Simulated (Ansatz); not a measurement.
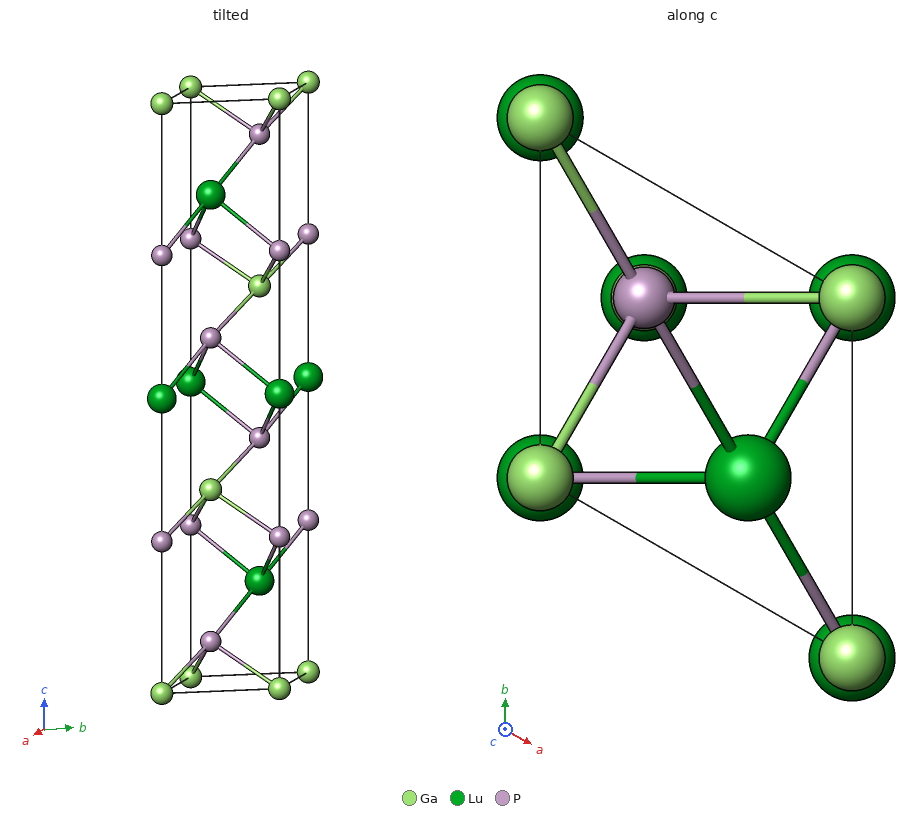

The image is a ball-and-stick drawing of a crystal, viewed slightly off an axis and along the c axis. The conventional unit cell is outlined; an atom on or near a face, edge or corner is repeated at each equivalent position.

LuGaP$_{2}$, space group R-3m (No. 166), a = 3.791 Å, b = 3.791 Å, c = 18.407 Å, α = 90.00°, β = 90.00°, γ = 120.00°. The initial geometry was a structure type filled with these elements by a generator (whether the compound takes this form wasn't checked). Earlier steps of the study, as a rule a relaxation of our own, may have changed the cell and positions, so they can lie some per cent off the listed ones. A calculation with Ansatz used it as input.

This one geometry was computed with Ansatz (DFT, plane waves, PAW) at three levels of theory: PBE with spin-orbit coupling, PBE and r2SCAN. It was relaxed beforehand with r2SCAN.

> How does the band gap change with the level of theory?

All levels give a metal.

> Collect the results in a table.

| level | cutoff (eV) | k-mesh of the run's cell | gap (eV) | pressure (GPa) |
| --- | --- | --- | --- | --- |
| PBE with spin-orbit coupling | 420 | 8×8×8 | metal | 1.3 |
| PBE | 420 | 8×8×8 | metal | 1.5 |
| r2SCAN | 500 | 8×8×8 | metal | 0.0 |

Gaps are taken on the k-mesh or band path of each run.
